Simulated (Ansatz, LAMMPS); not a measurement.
# Amorphous carbon at 3.25 g/cm^3 (96 atoms): relaxation and levels of theory

Which bonds does the relaxation leave, and how do the Kohn-Sham gap, forces and pressure change with k-mesh and functional?

Calculated with Ansatz 0.2.0: Kohn-Sham DFT, PBE, PAW (set soft_2), plane waves; cutoff 420 eV, Γ point, fermi-dirac smearing of 0.025 eV.

In doubt: the hybrid run may have settled on a false gap or state (Ansatz), so the values of those runs are not to be relied on; a hybrid run on one k-point (Ansatz), which bears on gaps, levels and energies.

**The cell**

Density at the start: 3.25 g/cm³. The cell holds 96 atoms: 96 C. Cell: a = 8.383 Å, b = 8.383 Å, c = 8.383 Å, α = 90.0°, β = 90.0°, γ = 90.0°. 96 atoms (96 C) placed at random at 3.25 g/cm³, melted at 6000 K for 10 ps at fixed volume with the LCBOP (Los and Fasolino, Phys. Rev. B 68, 024107 (2003)). Quenched from 6000 K to 300 K at 200 K/ps and fixed volume, held 5 ps, then minimised at fixed cell.

The atoms were relaxed with PBE. The walk converged after 23 steps, with a largest force component of 0.0355 eV/Å; it began at an r.m.s. force component of 1.1 eV/Å. The energy fell by 348.1 meV an atom.

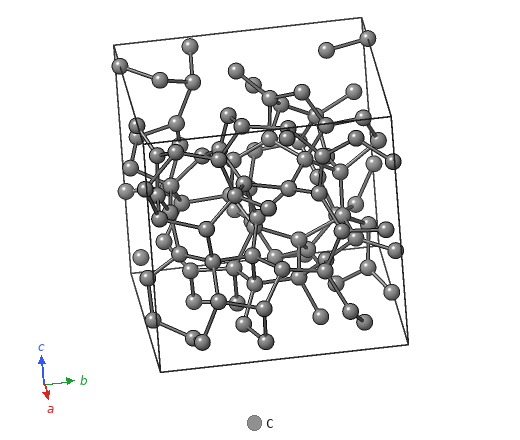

The relaxed cell. Bonds to atoms that aren't drawn are left out. Some periodic images of atoms are drawn too.

The input of the reference single point:

```yaml
crystal:
  lattice:
    - [8.3831, 0.0, 0.0]
    - [0.0, 8.3831, 0.0]
    - [0.0, 0.0, 8.3831]
  atoms:
    - { symbol: C, position: [0.96955, 0.57943, 0.94266] }
    - { symbol: C, position: [0.43343, 0.14816, 0.55333] }
    - { symbol: C, position: [0.55979, 0.34268, 0.74428] }
    - { symbol: C, position: [0.26522, 0.79494, 0.53225] }
    [... 90 atom lines left out ...]
    - { symbol: C, position: [0.88045, 0.70027, 0.30738] }
    - { symbol: C, position: [0.47575, 0.82267, 0.35977] }
kpoints:
  mp_grid: { grid: [1, 1, 1] }
hamiltonian:
  xc: pbe
scf:
  occupations: { method: fermi_dirac, width: 0.025 }
output:
  forces: true
  stress: true
  populations: true
  dos:
    method: { smearing: { sigma: 0.08 } }
    de: 0.05
    projected: { site_lists: { C: [C] } }
  eigenvalues: true
  write_density: true
  write_potential: true
  volumetric_format: npy
```

**Bonds after relaxation**

Bonds by pair of elements; cutoffs follow the first minimum of g(r), held within bounds set by covalent radii, and pairs that aren't listed don't count as bonded:

```tsv
pair A-B	cutoff (Å)	bonds	mean length (Å)	spread (Å)	shortest (Å)	B about A	A about B
C-C	1.85	173	1.51	0.098	1.29	3.60	3.60
```

How many atoms have how many bonded neighbours:

```tsv
element	mean	3	4
C	3.60	38	58
```

**Levels of theory**

Single points at the relaxed geometry:

| functional | k-mesh | Kohn-Sham gap (eV) | pressure (GPa) | r.m.s. force component (eV/Å) | SCF cycles | time |
| --- | --- | --- | --- | --- | --- | --- |
| PBE | 1×1×1 | 0.259 | 27.96 | 0.008 | 7 | 3.4 s |
| PBE | 2×2×2 | 0.093 † | 27.98 | 0.150 | 7 | 26 s |
| r2SCAN | 1×1×1 | 0.296 | 24.49 | 0.133 | 10 | 11 s |
| PBEsol | 1×1×1 | 0.248 | 22.09 | 0.046 | 8 | 3.5 s |

The gap is that between the highest filled and lowest empty Kohn-Sham level on the run's k-points; † or a dash marks runs with no clear gap, where levels at the Fermi energy are far from full or empty or nearly touch. Cutoffs: 420 eV for PBE and PBEsol; 500 eV for r2SCAN. Times come from shared hosts and are rough.

**Findings**

By these cutoffs 60 % of C atoms have 4 neighbours. The Kohn-Sham gap is 0.26 eV with PBE on the 1×1×1 mesh, and the denser mesh shows no clear gap. On the reference's mesh the gap changes with r2SCAN by +0.04 eV and PBEsol by -0.01 eV. Against the reference the pressure changes with r2SCAN by -3.5 GPa and PBEsol by -5.9 GPa; a negative change means a smaller volume than PBE would take. The denser mesh moves the energy by +4.8 meV/atom and the pressure by +0.02 GPa. On it the r.m.s. force component is 0.150 eV/Å against 0.008, so the geometry is at rest on the reference mesh alone.

Limits: 1 converged run is left out of the tables as doubtful: HSE06 on 1×1×1 (the hybrid may have settled on a false gap or state). All single points share the geometry relaxed with PBE. The density was set when the cell was made, as one point of a scan, and needn't be that of the real material. One sample; tail or defect levels can set the gap of a disordered cell. The quench rate of 200 K/ps is many orders above laboratory rates, so the cell is likely richer in defects and strain than a real sample. The network of bonds at the start is that of the classical potential that made the cell, and needn't be the one that DFT or experiment would give.

[Logs are printed without paths, hosts, clocks, repeated set-up lines and the standing remarks that a program may print on its own settings, such as how far it seeks lower states.]

[Hosts, paths, dates, database ids (printed as entryN), source tags and the programs' standing remarks are cut or masked in the printed files.]
